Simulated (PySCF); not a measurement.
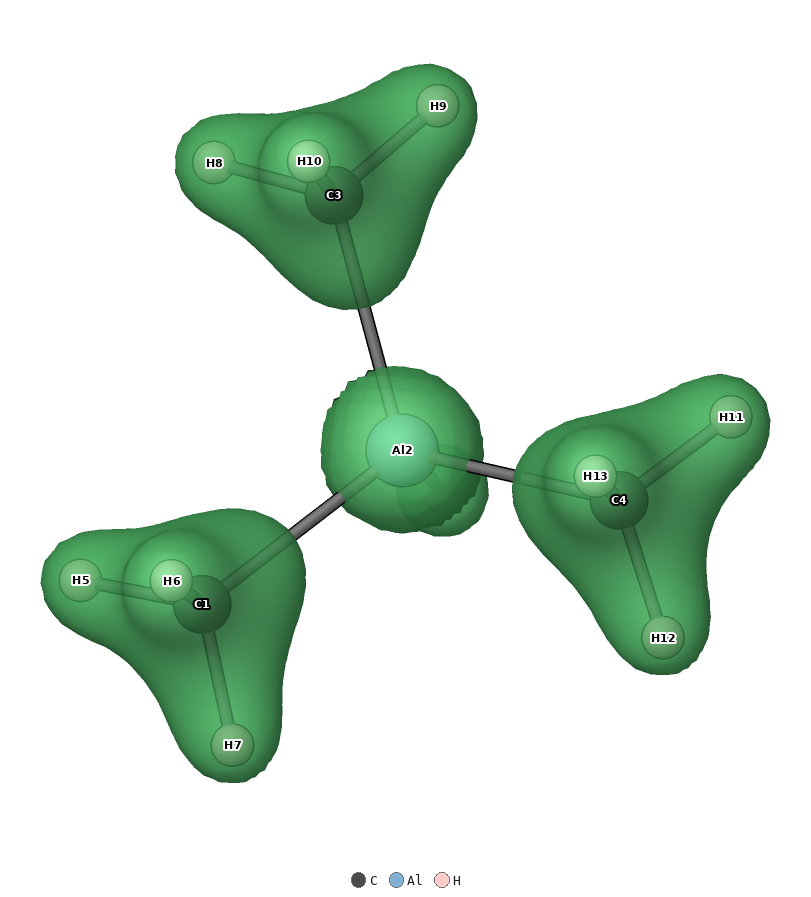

The picture shows: C$_{3}$H$_{10}$Al (SMILES [CH3][AlH-]([CH3])[CH3]) (charge −1). Isosurface of the electron density at 0.8 e/Å³ (green), seen at a tilt.

Geometry: PBE0-D3(BJ)/ma-def2-SVP.

The calculation used DFT single point, gas phase, functional wB97X in PySCF 2.14.0, density-fitted response routines.

```xyz
14

C    -1.4078    1.2890    0.1308
Al   -0.0168   -0.0069   -0.5876
C     1.8315    0.6029   -0.0040
C    -0.3766   -1.8676    0.1471
H    -1.2433    2.3214   -0.2334
H    -1.3908    1.3321    1.2375
H    -2.4364    1.0050   -0.1639
H     2.0632    1.6267   -0.3556
H     2.6297   -0.0579   -0.3939
H     1.9319    0.6115    1.0991
H     0.3738   -2.6040   -0.1996
H    -1.3688   -2.2531   -0.1571
H    -0.3520   -1.8805    1.2545
H    -0.0929   -0.0405   -2.2484
```

Question: What does this surface tell about the bonding?

Answer: At this value the surface falls into five separate pieces. It bridges the sampled C–H (1.11 Å) contacts, where the density stays above the isovalue. It is pinched off along the sampled C–Al (2.03 Å) and Al–H (1.66 Å) contacts. On the grid the lowest density along these lines, outside the cores, is 0.51 e/Å³ (C–Al, 2.03 Å), 1.7 e/Å³ (C–H, 1.11 Å) and 0.43 e/Å³ (Al–H, 1.66 Å).
